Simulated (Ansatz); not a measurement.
## A computed series for hypothetical anti-perovskite Mg3SiO: pressure series

The reference is Mg$_{3}$SiO in the anti-perovskite structure (space group Pm-3m, No. 221; a hypothetical phase, not in the database extracts checked).

```
CELL_PARAMETERS angstrom
      4.18984     0.00000     0.00000
      0.00000     4.18984     0.00000
      0.00000     0.00000     4.18984
ATOMIC_POSITIONS crystal
  Mg 0.00000 0.50000 0.50000
  Mg 0.50000 0.00000 0.50000
  Mg 0.50000 0.50000 0.00000
  Si 0.00000 0.00000 0.00000
  O  0.50000 0.50000 0.50000
```

Cell and atoms are relaxed at each pressure.

Method: plane-wave PAW DFT at the PBEsol level (Ansatz, an electronic-structure program, 420 eV), no spin-orbit coupling.

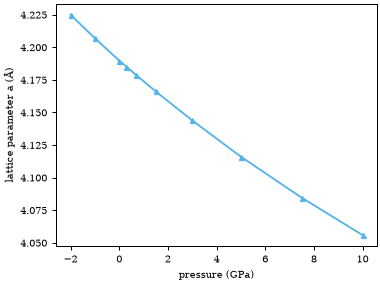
Figure: Lattice parameter a against pressure

```json
[
 {"pressure (GPa)": "-2", "lattice parameter a": "4.225 Å"},
 {"pressure (GPa)": "-1", "lattice parameter a": "4.207 Å"},
 {"pressure (GPa)": "0.3", "lattice parameter a": "4.185 Å"},
 {"pressure (GPa)": "0.7", "lattice parameter a": "4.179 Å"},
 {"pressure (GPa)": "1.5", "lattice parameter a": "4.166 Å"},
 {"pressure (GPa)": "3", "lattice parameter a": "4.144 Å"},
 {"pressure (GPa)": "5", "lattice parameter a": "4.116 Å"},
 {"pressure (GPa)": "7.5", "lattice parameter a": "4.085 Å"},
 {"pressure (GPa)": "10", "lattice parameter a": "4.056 Å"}
]
```

Load acts through the strain it causes; cell and atoms are relaxed under it. Stability against distortions was not tested. Competing high-pressure phases were not computed. The final runs are not spin-polarised.
